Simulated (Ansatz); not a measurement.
# A hypothetical structure for TiNiCl6

This structure for TiNiCl6 is made up. Its elements were placed in a known structure type with a cell scaled to their sizes. What cell does the guess relax to, and how far off was it?

Main program and level: Ansatz 0.2.0; DFT, PBEsol, plane-wave PAW, files of the set soft_1, scalar-relativistic, ferromagnetic start, cell and ions relaxed at zero pressure; PAW set soft_1, in the first sound run; inputs show where later runs differ.

## 1. The starting structure

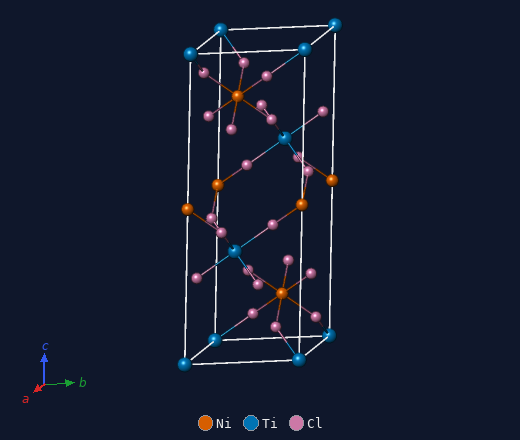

The starting structure, seen slightly off an axis (nickel orange, titanium blue, chlorine pink). This picture shows the conventional cell, with its axes. Bonds to atoms that aren't drawn are left out. Some periodic images of atoms are drawn too.

## 2. Relaxing cell and atoms

The guess takes its coordinates from another compound and its volume from a rule, so the cell and any free coordinates are relaxed together.

input.yaml reads:

```yaml
crystal:
  lattice:
    - [3.2115, 1.85416039, 5.746]
    - [-3.2115, 1.85416039, 5.746]
    - [0.0, -3.708320779, 5.746]
  atoms:
    - { symbol: Ni, position: [0.5, 0.5, 0.5], spin: 1.0 }
    - { symbol: Ti, position: [0.0, 0.0, 0.0], spin: 1.0 }
    - { symbol: Cl, position: [0.382, 0.1266, 0.7446] }
    - { symbol: Cl, position: [0.1266, 0.7446, 0.382] }
    - { symbol: Cl, position: [0.7446, 0.382, 0.1266] }
    - { symbol: Cl, position: [0.618, 0.8734, 0.2554] }
    - { symbol: Cl, position: [0.8734, 0.2554, 0.618] }
    - { symbol: Cl, position: [0.2554, 0.618, 0.8734] }
magnetization:
  spin_polarized: true
kpoints:
  mp_grid: { grid: [5, 5, 5] }
scf:
  occupations: { method: fermi_dirac, width: 0.05 }
hamiltonian:
  xc: pbesol
  pseudopotentials: { kind: paw, azcp: { folder: soft_1 }, xc_functional: pbe }
relax:
  f_tol: 0.015
  max_steps: 70
  cell: {}
output:
  forces: true
  stress: true
```

The run is started by

```
> ansatz run input.yaml --threads 4 --pin off --max-ram 10240MiB --backend cpu --events-out ev --progress --plain --runs-dir out
```

Numbers of over 12 decimals in the logs are rounded to 6 here.

What it wrote:

```text
Engine: ansatz 0.2.0, aarch64-unknown-linux-gnu
Pseudopotentials: kind: paw
Pseudopotential: Ni, paw, valence charge 18, recommended cutoff 420 eV (normal), soft_1/Ni.paw.azcp
Pseudopotential: Ti, paw, valence charge 12, recommended cutoff 420 eV (normal), soft_1/Ti.paw.azcp
Pseudopotential: Cl, paw, valence charge 7, recommended cutoff 420 eV (normal), soft_1/Cl.paw.azcp
Functional definition: PBEsol
  exchange = pbesol_x
  correlation = pbesol_c
Crystal: 8 atoms, lattice volume = 205.292 Å³
Basis set: ecut = 420 eV, 4015 PW (Γ), exchange–correlation on 96×96×96 points (8 copies of the dense FFT grid, shifted against one another)
Bands: 45, of which v1, the nominal top of the filled ones, is band 36 counted from 1 (35 counted from 0)
Symmetry: 6 space group operations
Space group: R-3 (ITA 148), of the structure as read, at distance tolerance 5.9e-5 Å
Magnetic group: BNS 148.17 (UNI 1247), of the structure as read, at distance tolerance 5.9e-5 Å
k-points: 23 of 125
Non-local potential: Ni, projectors of the file, l = 0: 3, l = 1: 2, l = 2: 3, l = 3: 1
Non-local potential: Ti, projectors of the file, l = 0: 3, l = 1: 2, l = 2: 3, l = 3: 1
Non-local potential: Cl, projectors of the file, l = 0: 2, l = 1: 2, l = 2: 1
PAW form: soft (Blöchl's): semilocal exchange-correlation on the pseudo side does not see the compensation charge
PAW frozen core: Ni, regenerated for the run's functional, and the local potential with it (the file was generated under x = pbe(κ = 0.804, μ = 0.219515), c = pbe(β = 0.066725))
PAW frozen core: Ti, regenerated for the run's functional, and the local potential with it (the file was generated under x = pbe(κ = 0.804, μ = 0.219515), c = pbe(β = 0.066725))
PAW frozen core: Cl, regenerated for the run's functional, and the local potential with it (the file was generated under x = pbe(κ = 0.804, μ = 0.219515), c = pbe(β = 0.066725))
PAW one-centre angular grid: Ni, 590 points (default); XC on 64 Gauss nodes
PAW one-centre angular grid: Ti, 590 points (default); XC on 64 Gauss nodes
PAW one-centre angular grid: Cl, 110 points (default); XC on 64 Gauss nodes
Initial density: superposition of atomic densities (chi_scale 0.1, normalization cell, long waves kept (reshape's long-wave potential 0.01 eV rms))
Starting moments: Σ|m| = 2 μB on 2 of 8 sites
Initial wavefunctions: pseudopotential atomic-orbital guess
Functional: x = pbesol(κ = 0.804, μ = 0.123457), c = pbesol(β = 0.046)
SCF iter   1: F=—  HF=-14650.373733 eV  |F-HF|=—  |Δ(HF+E_count)|=         —  Δρ=3.61e-2 (↑3.61e-2 ↓2.57e-2)  dr2=5.69e0  dr2_m=3.86e-1  M=1.967 μB ∫|m|=2.147 μB  β_m=0.30  ethr=3.10e-3  ⟨swp⟩=10.0  Hψ=9455  notcnv=0
Mixer restart at iter 1: flushing history
preconditioner: auto → Resta (q_TF=auto, 2.291 Å⁻¹)  ε∞=7.3  [insulator: Δε(μ)=0.238 eV  Ē_g=7.754 eV  σ=0.050 eV  W_gap=0.83  n_scr=52 (ndim 8)  ℏωp=19.4 eV  f_vac=0.080  D(μ)=0.64/eV (n_scr^D=0)  ε∞_Penn≈7.3]
spin=Collinear: Resta preconditioning applied to the charge; magnetization (m = ρ↑ − ρ↓) channel mixes plain (no charge-response kernel on spin).
SCF iter   2: F=—  HF=-14651.084582 eV  |F-HF|=—  |Δ(HF+E_count)|=   7.11e-1  Δρ=2.25e-2 (↑1.38e-2 ↓2.25e-2)  dr2=6.60e-1  dr2_m=3.79e-1  M=1.991 μB ∫|m|=2.194 μB  β_m=0.35  ethr=3.10e-3  ⟨swp⟩=2.6  Hψ=4465  notcnv=0  defer=90
SCF iter   3: F=—  HF=-14651.118784 eV  |F-HF|=—  |Δ(HF+E_count)|=   3.42e-2  Δρ=1.37e-2 (↑1.37e-2 ↓1.27e-2)  dr2=4.14e-1  dr2_m=2.12e-1  M=1.997 μB ∫|m|=2.176 μB  β_m=0.53  ethr=9.16e-4  ⟨swp⟩=3.2  Hψ=4019  notcnv=0  defer=88
SCF iter   4: F=—  HF=-14651.326567 eV  |F-HF|=—  |Δ(HF+E_count)|=   2.08e-1  Δρ=7.47e-3 (↑2.51e-3 ↓7.47e-3)  dr2=6.55e-2  dr2_m=2.87e-2  M=2.000 μB ∫|m|=2.133 μB  β_m=0.67  ethr=5.75e-4  ⟨swp⟩=3.2  Hψ=4972  notcnv=0  defer=88
SCF iter   5: F=—  HF=-14651.357670 eV  |F-HF|=—  |Δ(HF+E_count)|=         —  Δρ=4.47e-3 (↑2.99e-3 ↓4.47e-3)  dr2=2.82e-2  dr2_m=1.91e-2  M=2.000 μB ∫|m|=2.069 μB  β_m=0.67  ethr=9.09e-5  ⟨swp⟩=3.3  Hψ=3458  notcnv=0  defer=46
Mixer restart at iter 5: flushing history
SCF iter   6: F=—  HF=-14651.366325 eV  |F-HF|=—  |Δ(HF+E_count)|=   8.66e-3  Δρ=2.73e-3 (↑2.73e-3 ↓2.67e-3)  dr2=2.50e-2  dr2_m=3.22e-3  M=2.000 μB ∫|m|=2.065 μB  β_m=0.61  ethr=3.91e-5  ⟨swp⟩=2.2  Hψ=4106  notcnv=0  defer=46
SCF iter   7: F=—  HF=-14651.361401 eV  |F-HF|=—  |Δ(HF+E_count)|=   4.92e-3  Δρ=2.70e-3 (↑1.21e-3 ↓2.70e-3)  dr2=1.68e-2  dr2_m=2.79e-3  M=2.000 μB ∫|m|=2.068 μB  β_m=0.56  ethr=3.48e-5  ⟨swp⟩=2.0  Hψ=4300  notcnv=0  defer=46
SCF iter   8: F=—  HF=-14651.359704 eV  |F-HF|=—  |Δ(HF+E_count)|=   1.70e-3  Δρ=5.83e-4 (↑4.48e-4 ↓5.83e-4)  dr2=7.85e-4  dr2_m=2.95e-4  M=2.000 μB ∫|m|=2.070 μB  β_m=0.58  ethr=2.33e-5  ⟨swp⟩=2.0  Hψ=2966  notcnv=0  defer=46
SCF iter   9: F=—  HF=-14651.359777 eV  |F-HF|=—  |Δ(HF+E_count)|=   7.30e-5  Δρ=1.85e-4 (↑1.33e-4 ↓1.85e-4)  dr2=1.51e-4  dr2_m=1.98e-5  M=2.000 μB ∫|m|=2.071 μB  β_m=0.79  ethr=1.09e-6  ⟨swp⟩=2.1  Hψ=3192  notcnv=0  defer=46
SCF iter  10: F=—  HF=-14651.359855 eV  |F-HF|=—  |Δ(HF+E_count)|=   7.85e-5  Δρ=7.25e-5 (↑7.25e-5 ↓3.56e-5)  dr2=1.65e-5  dr2_m=3.94e-6  M=2.000 μB ∫|m|=2.072 μB  β_m=0.75  ethr=2.09e-7  ⟨swp⟩=2.0  Hψ=2978  notcnv=0  defer=46
SCF iter  11: F=—  HF=-14651.359871 eV  |F-HF|=—  |Δ(HF+E_count)|=   1.64e-5  Δρ=6.34e-5 (↑1.54e-5 ↓6.34e-5)  dr2=1.21e-5  dr2_m=1.37e-6  M=2.000 μB ∫|m|=2.072 μB  β_m=0.87  ethr=2.29e-8  ⟨swp⟩=2.0  Hψ=3429  notcnv=0  defer=46
SCF iter  12: F=—  HF=-14651.359879 eV  |F-HF|=—  |Δ(HF+E_count)|=   7.81e-6  Δρ=9.24e-6 (↑4.29e-6 ↓9.24e-6)  dr2=5.02e-7  dr2_m=2.12e-8  M=2.000 μB ∫|m|=2.072 μB  β_m=0.89  ethr=1.68e-8  ⟨swp⟩=2.0  Hψ=2973  notcnv=0  defer=46
SCF iter  13: F=—  HF=-14651.359880 eV  |F-HF|=—  |Δ(HF+E_count)|=   5.75e-7  Δρ=3.12e-6 (↑2.04e-6 ↓3.12e-6)  dr2=5.06e-8  dr2_m=2.46e-9  M=2.000 μB ∫|m|=2.072 μB  β_m=0.95  ethr=6.97e-10  ⟨swp⟩=2.7  Hψ=3816  notcnv=0  defer=46
SCF iter  14: F=-14651.359880 eV  HF=-14651.359880 eV  |F-HF|=2.65e-8  |Δ(HF+E_count)|=   4.11e-8  Δρ=1.85e-6 (↑1.30e-6 ↓1.85e-6)  dr2=3.17e-8  dr2_m=8.64e-10  M=2.000 μB ∫|m|=2.072 μB  ethr=7.03e-11  ⟨swp⟩=2.3  Hψ=6834  notcnv=0
SCF 1 converged in 14 iterations: F = -14651.359880 eV  dr2 = 3.17e-8
  greatest PAW one-centre occupation: 1.001 electrons in one spin orbital (limit 2), on the Ni atom at site 0 (counted from 0), in its partial waves of l = 1
relax step   1: F+E_penalty+E_count = -14651.35987984 eV  Δ(F+E_penalty+E_count) = +0.000e0 eV  max|allowed force component| = 8.000e-1 eV/Å  Δτ_max = 0.0000 Å  P = -8.296 GPa  Ω = 205.292 Å³  (14 SCF iters, dr2 threshold 1.00e-7 eV, accepted)
[...]
Basis set: ecut = 420 eV, 3167 PW (Γ), exchange–correlation on 90×90×90 points (8 copies of the dense FFT grid, shifted against one another)
Initial wavefunctions: pseudopotential atomic-orbital guess (no wavefunctions were taken with the density)
iter 1 solved again at ethr=1.34e-6 eV; its pass at ethr=3.10e-3 eV (dr2=9.68e-4 eV) is discarded
SCF iter   1: F=—  HF=-14652.658917 eV  |F-HF|=—  |Δ(HF+E_count)|=         —  Δρ=4.52e-4 (↑1.69e-4 ↓4.52e-4)  dr2=4.32e-4  dr2_m=3.66e-5  M=1.999 μB ∫|m|=2.073 μB  β_m=0.65  ethr=1.34e-6  ⟨swp⟩=3.2  Hψ=15602  notcnv=0
preconditioner: auto → Resta (q_TF=auto, 2.384 Å⁻¹)  ε∞=6.9  [insulator: Δε(μ)=0.612 eV  Ē_g=8.999 eV  σ=0.050 eV  W_gap=1.00  n_scr=34 (ndim 8)  ℏωp=21.9 eV  f_vac=0.027  D(μ)=0.01/eV (n_scr^D=0)  ε∞_Penn≈6.9]
spin=Collinear: Resta preconditioning applied to the charge; magnetization (m = ρ↑ − ρ↓) channel mixes plain (no charge-response kernel on spin).
SCF iter   2: F=—  HF=-14652.658846 eV  |F-HF|=—  |Δ(HF+E_count)|=   7.09e-5  Δρ=8.46e-5 (↑8.46e-5 ↓5.47e-5)  dr2=7.05e-6  dr2_m=1.66e-6  M=1.999 μB ∫|m|=2.073 μB  β_m=0.54  ethr=6.00e-7  ⟨swp⟩=2.2  Hψ=2777  notcnv=0
SCF iter   3: F=—  HF=-14652.658895 eV  |F-HF|=—  |Δ(HF+E_count)|=   4.89e-5  Δρ=8.44e-5 (↑8.44e-5 ↓4.68e-5)  dr2=1.42e-5  dr2_m=7.17e-7  M=1.999 μB ∫|m|=2.073 μB  β_m=0.49  ethr=9.79e-9  ⟨swp⟩=2.6  Hψ=3808  notcnv=0
SCF iter   4: F=—  HF=-14652.658905 eV  |F-HF|=—  |Δ(HF+E_count)|=   1.06e-5  Δρ=7.52e-5 (↑1.76e-5 ↓7.52e-5)  dr2=8.01e-6  dr2_m=2.38e-6  M=1.999 μB ∫|m|=2.073 μB  β_m=0.75  ethr=9.79e-9  ⟨swp⟩=2.0  Hψ=3737  notcnv=0
SCF iter   5: F=—  HF=-14652.658953 eV  |F-HF|=—  |Δ(HF+E_count)|=   4.81e-5  Δρ=6.89e-5 (↑1.37e-5 ↓6.89e-5)  dr2=7.86e-6  dr2_m=2.14e-6  M=1.999 μB ∫|m|=2.073 μB  β_m=0.21  ethr=9.79e-9  ⟨swp⟩=2.0  Hψ=3677  notcnv=0
SCF iter   6: F=—  HF=-14652.658966 eV  |F-HF|=—  |Δ(HF+E_count)|=   1.23e-5  Δρ=2.46e-5 (↑2.46e-5 ↓1.16e-5)  dr2=7.72e-7  dr2_m=1.83e-7  M=1.999 μB ∫|m|=2.073 μB  β_m=0.63  ethr=9.79e-9  ⟨swp⟩=2.4  Hψ=3608  notcnv=0
SCF iter   7: F=—  HF=-14652.658978 eV  |F-HF|=—  |Δ(HF+E_count)|=   1.21e-5  Δρ=5.67e-6 (↑5.12e-6 ↓5.67e-6)  dr2=1.30e-7  dr2_m=2.25e-10  M=1.999 μB ∫|m|=2.073 μB  β_m=0.77  ethr=1.07e-9  ⟨swp⟩=3.0  Hψ=4723  notcnv=0
SCF iter   8: F=—  HF=-14652.658978 eV  |F-HF|=—  |Δ(HF+E_count)|=   2.66e-8  Δρ=3.20e-6 (↑6.92e-7 ↓3.20e-6)  dr2=2.04e-8  dr2_m=3.98e-9  M=1.999 μB ∫|m|=2.073 μB  β_m=0.88  ethr=1.80e-10  ⟨swp⟩=2.0  Hψ=3087  notcnv=0
SCF iter   9: F=—  HF=-14652.658978 eV  |F-HF|=—  |Δ(HF+E_count)|=   6.69e-8  Δρ=3.28e-6 (↑4.08e-7 ↓3.28e-6)  dr2=2.03e-8  dr2_m=3.51e-9  M=1.999 μB ∫|m|=2.073 μB  β_m=0.89  ethr=2.83e-11  ⟨swp⟩=2.0  Hψ=3078  notcnv=0
SCF iter  10: F=—  HF=-14652.658978 eV  |F-HF|=—  |Δ(HF+E_count)|=   2.63e-8  Δρ=6.91e-7 (↑1.48e-7 ↓6.91e-7)  dr2=9.97e-10  dr2_m=1.72e-10  M=1.999 μB ∫|m|=2.073 μB  β_m=0.94  ethr=2.82e-11  ⟨swp⟩=2.4  Hψ=3900  notcnv=0
SCF iter  11: F=—  HF=-14652.658978 eV  |F-HF|=—  |Δ(HF+E_count)|=   1.47e-9  Δρ=1.34e-7 (↑7.99e-8 ↓1.34e-7)  dr2=8.69e-11  dr2_m=7.91e-12  M=1.999 μB ∫|m|=2.073 μB  β_m=0.97  ethr=1.38e-12  ⟨swp⟩=2.7  Hψ=4344  notcnv=0
SCF iter  12: F=—  HF=-14652.658978 eV  |F-HF|=—  |Δ(HF+E_count)|=  3.64e-12  Δρ=1.92e-7 (↑4.73e-8 ↓1.92e-7)  dr2=9.38e-11  dr2_m=9.68e-12  M=1.999 μB ∫|m|=2.073 μB  β_m=0.97  ethr=1.00e-12  ⟨swp⟩=1.1  Hψ=2077  notcnv=0
SCF iter  13: F=—  HF=-14652.658978 eV  |F-HF|=—  |Δ(HF+E_count)|=  9.46e-11  Δρ=6.96e-8 (↑2.24e-8 ↓6.96e-8)  dr2=1.82e-11  dr2_m=1.29e-12  M=1.999 μB ∫|m|=2.073 μB  β_m=0.91  ethr=1.00e-12  ⟨swp⟩=2.2  Hψ=2586  notcnv=0
SCF iter  14: F=-14652.658978 eV  HF=-14652.658978 eV  |F-HF|=9.09e-12  |Δ(HF+E_count)|=  1.64e-11  Δρ=3.37e-8 (↑2.40e-8 ↓3.37e-8)  dr2=8.67e-12  dr2_m=2.82e-13  M=1.999 μB ∫|m|=2.073 μB  ethr=1.00e-12  ⟨swp⟩=3.8  Hψ=6990  notcnv=0
SCF 7 converged in 14 iterations: F = -14652.658978 eV  dr2 = 8.67e-12
relax step   7: F+E_penalty+E_count = -14652.65897800 eV  Δ(F+E_penalty+E_count) = +4.913e-3 eV  max|allowed force component| = 6.623e-3 eV/Å  Δτ_max = 0.0000 Å  P = -0.034 GPa  Ω = 161.578 Å³  stress off target by 4.32e-2 GPa  SCF on the basis re-selected at this cell (its energy is not comparable with the rows above)  (14 SCF iters)
basis re-selected at this cell: Δ(F+E_penalty+E_count) = +4.913e-3 eV, ΔP = +0.001 GPa vs the last step (what re-selecting the basis moved, of the pressure what is left beyond the Pulay correction that the steps carried, after the strain that the cell walked since its last selection, with what the two solves' SCF thresholds leave and, on support functions, any second-order correction that the steps lacked; it is no measure of the basis error at this ecutwfc). The dense FFT grid was sized anew with the basis: this SCF ran on 45×45×45 points, the steps before it on 48×48×48, so part of this shift can come from that change (see relax.cell in the input reference). [rest of the remark cut]
SCF converged after 14 iterations
Magnetization: 1.9995 μB (36.9997 up, 35.0003 down)
Absolute magnetization: 2.0717 μB (∫|ρ↑−ρ↓|, with the PAW one-centre terms)
Spin contamination: 0.0102 ħ² per cell (⟨S²⟩ above its minimum at these occupations)
Per-site moments (μB) at R_I (Å): [(1.367002, 0.970149), (0.049652, 0.964532), (0.075256, 0.964532), (0.075256, 0.964532), (0.075256, 0.964532), (0.075256, 0.964532), (0.075256, 0.964532), (0.075256, 0.964532)]
Free energy (F): -14652.658978 eV
Harris-Foulkes:  -14652.658978 eV  (|F-HF|=9.09e-12)
Internal energy: -14652.658695 eV  (E = F + TS)
E sigma→0 (E₀):  -14652.658837 eV
Entropy (-TS):   -0.000283 eV (-0.035 meV/atom)
Fermi energy:    5.231935 eV
--- Per-component energies (eV) ---
  E_band       = -825.019795
  E_kinetic    = 1526.384339
  E_local      = -7518.164236  (includes V_loc(G=0)·N_el)
  E_nonlocal   = 137.522009
  E_hartree    = 3398.388607
  E_xc         = -862.284124
  E_vxc        = -982.100184  (∫ρ·V_xc dr)
  E_paw        = -6487.200210  (= ΣΔE_a)
  E_vpaw       = -785.440646  (= ΣTr[D̂ρ^β])
  E_aug_tail   = 0.001558  (compensation charges beyond the density's cutoff)
  E_ewald      = -4848.113905
  E_core_change = 0.807267  (= ΣΔE_core)
  E_smearing   = -0.000283  (= −TS)
  E_closure    = -0.000000  (closes the sum)
  Σ components = -14652.658978   (vs F -14652.658978, Δ=0.00e0)
--- Forces (eV/Å), atoms counted from 1 ---
  atom   1  Ni     0.00000000     0.00000000     0.00000000
  atom   2  Ti    -0.00000000     0.00000000     0.00000000
  atom   3  Cl    -0.00035569    -0.00161170     0.00662346
  atom   4  Cl    -0.00121793     0.00111389     0.00662346
  atom   5  Cl     0.00157362     0.00049782     0.00662346
  atom   6  Cl     0.00035569     0.00161170    -0.00662346
  atom   7  Cl     0.00121793    -0.00111389    -0.00662346
  atom   8  Cl    -0.00157362    -0.00049782    -0.00662346
  max |Σ_I F_I| component: 5.20e-18 eV/Å
--- Stress (GPa, compression-positive) ---
       -0.029325       0.000000       0.000000
       -0.000000      -0.029325      -0.000000
        0.000000      -0.000000      -0.043211
  P = ⅓ Tr σ = -0.0340 GPa (-0.340 kbar)
--- Relaxed structure (6 steps of the walk, 6 accepted, 1 SCFs on fresh bases) ---
  F+E_penalty+E_count = -14652.65897800 eV   max|allowed force component| = 6.623e-3 eV/Å   (the final SCF, on the basis selected at the relaxed cell)
  cell:  # Å, volume = 161.5777 Å³
    - [2.958633, 1.708168, 5.328543]
    - [-2.958633, 1.708168, 5.328543]
    - [-1.824085682295863e-18, -3.416336, 5.328543]
  atoms:
    - { symbol: Ni, position: [0.500000, 0.500000, 0.500000] }
    - { symbol: Ti, position: [0, -2.9495648908898496e-19, 7.84107848664924e-19] }
    - { symbol: Cl, position: [0.400947, 0.097333, 0.751006] }
    - { symbol: Cl, position: [0.097333, 0.751006, 0.400947] }
    - { symbol: Cl, position: [0.751006, 0.400947, 0.097333] }
    - { symbol: Cl, position: [0.599053, 0.902667, 0.248994] }
    - { symbol: Cl, position: [0.902667, 0.248994, 0.599053] }
    - { symbol: Cl, position: [0.248994, 0.599053, 0.902667] }
```

Wall time 53 s (4 threads of Arm Neoverse V2, shared host); peak memory 0.8 GiB; 3.4 min of CPU time.

Relaxation path:

```csv
step,energy less that of the first step (eV),largest force component (eV/Å),pressure (GPa),volume (Å³)
1,0.0000,0.8000,-8.30,205.29
2,-1.1015,0.1543,-2.42,180.94
3,-1.2735,0.1657,0.43,165.24
4,-1.3011,0.0574,0.11,160.45
5,-1.3036,0.0207,-0.07,161.49
6,-1.3040,0.0064,-0.03,161.58
7*,-1.2991,0.0066,-0.03,161.58
```

Relaxation steps marked * repeat the geometry before them on a plane-wave basis chosen anew for their cell, so energy and pressure can jump there.

Forces are held to the 6 operations that the run works with; a distortion that breaks them can't arise in this run.

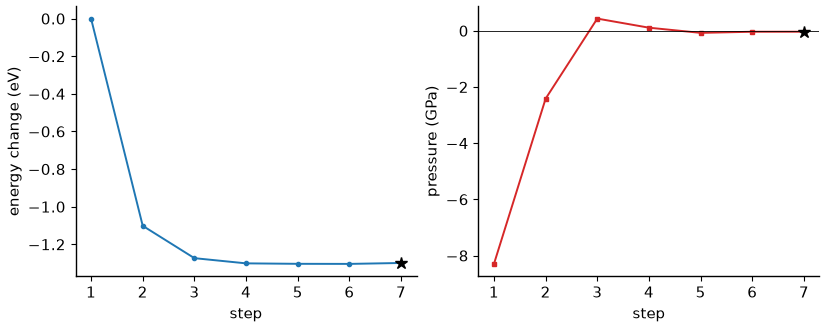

Energy and pressure along the relaxation. Stars mark steps on a basis chosen anew.

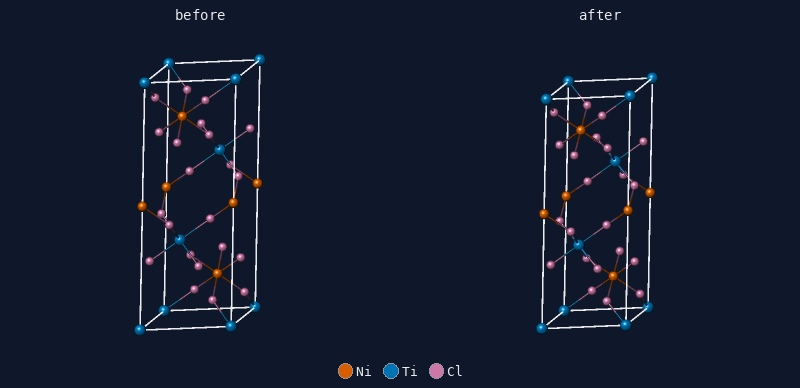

The structure before and after the relaxation, drawn at the same scale. Bonds to atoms that aren't drawn are left out.

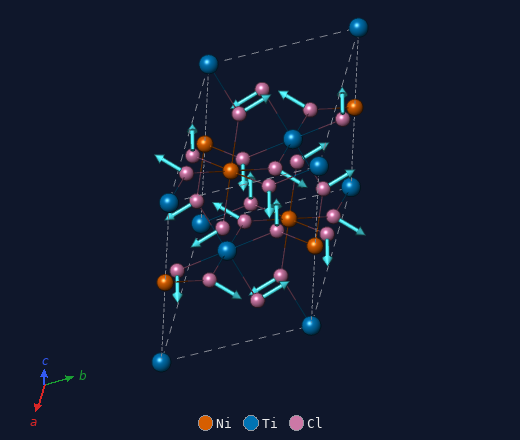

Displacements in the relaxation, exaggerated, measured against the changing cell; the longest in the cell stands for 0.15 Å. Bonds to atoms that aren't drawn are left out. Some periodic images of atoms are drawn too.

```csv
"conventional cell, symmetrised",before,after,change
a (Å),6.423,5.917,-7.9 %
b (Å),6.423,5.917,-7.9 %
c (Å),17.238,15.986,-7.3 %
volume (Å³/atom),25.66,20.20,-21.3 %
```

The atoms that moved most (Å, as changes of fractional coordinates times the final cell):

```csv
atom,dx,dy,dz,length
Cl8,0.037,-0.143,0.021,0.149
Cl5,-0.037,0.143,-0.021,0.149
Cl3,0.143,-0.040,-0.021,0.149
Cl6,-0.143,0.040,0.021,0.149
Cl4,-0.106,-0.104,-0.021,0.149
Cl7,0.106,0.104,0.021,0.149
```

Numbers from this step:

| Item | Value |
| --- | --- |
| free energy | -14652.6590 eV |
| energy at zero smearing | -14652.6588 eV |
| Fermi energy | 5.232 eV |
| gap by band count | 0.6057 eV |
| magnetization | 1.999 μB |
| absolute magnetization | 2.072 μB |
| site moments | 1.367, 0.04965, 0.07526, 0.07526, 0.07526, 0.07526, 0.07526, 0.07526 μB |
| electrons | 72 |
| symmetry operations | 6 |
| pressure | -0.03395 GPa |

Site moment by atom:

```csv
atom,site moment (μB)
Ni1,1.37
Ti2,0.05
Cl3,0.08
Cl4,0.08
Cl5,0.08
Cl6,0.08
Cl7,0.08
Cl8,0.08
```

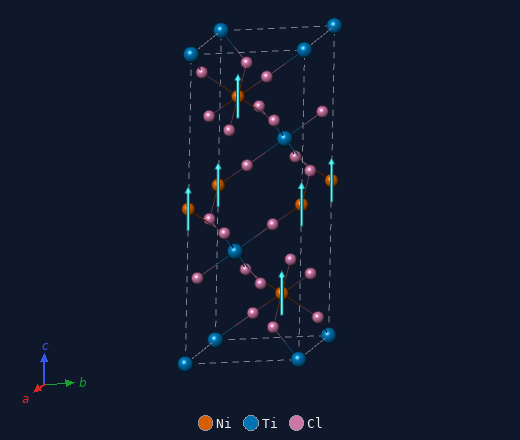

Site moment as arrows, the longest 1.37 μB. Up and down stand for the sign. Arrows give size and sign along the axis of quantisation, drawn up and down the page. Bonds to atoms that aren't drawn are left out. Some periodic images of atoms are drawn too.

(Continued in part 2 of 2.)

[Logs are printed without paths, hosts, clocks, repeated set-up lines and the standing remarks that a program may print on its own settings, such as how far it seeks lower states.]

[Hosts, paths, dates, database ids (printed as entryN), source tags and the programs' standing remarks are cut or masked in the printed files.]
